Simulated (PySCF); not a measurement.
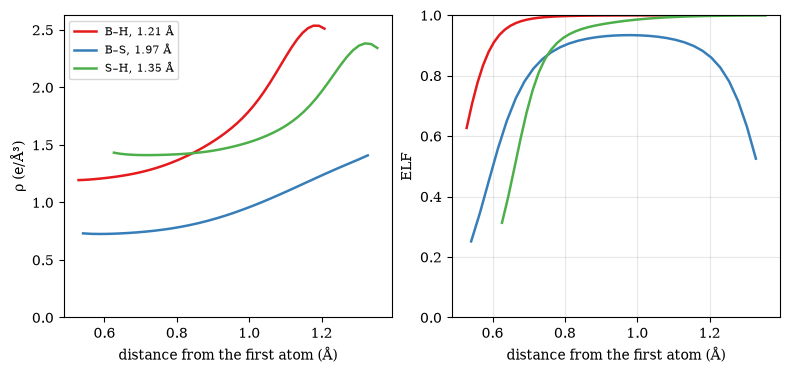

The picture shows: B2H6S2 ((H2B-mu-SH)2). Electron density and electron localisation function along straight lines between neighbouring atoms. The curves leave out the atomic cores.

Geometry: PBE0-D3(BJ)/def2-SVP.

Level of theory: PySCF 2.14.0, PBE0/pcSseg-1, SCF density, gas phase, non-relativistic.

```xyz
10

B     1.2563    0.0618    0.3851
H     1.4186    0.2941    1.5607
H     2.2379   -0.0803   -0.3041
S     0.0191    1.4409   -0.2745
B    -1.2734    0.0404    0.2126
H    -2.1517   -0.1157   -0.6015
H    -1.5958    0.2684    1.3556
S     0.0040   -1.4526    0.2975
H     0.1118    1.1890   -1.6013
H     0.0979   -1.7229   -1.0256
```

Q: What can be read from the curves?

A: B–H (1.21 Å): the density is about 1.2 e/Å³ at the midpoint; the ELF climbs to about 1 towards the hydrogen, as it does in any bond to H: an ordinary covalent bond to hydrogen.
B–S (1.97 Å): ρ at the midpoint is about 0.94 e/Å³, with its minimum of 0.73 e/Å³ about 0.6 Å from B; the ELF peaks at about 0.95 between the atoms; localised, covalent bonding.
S–H (1.35 Å): ρ at the midpoint is about 1.4 e/Å³; the ELF climbs to about 1 towards the hydrogen.
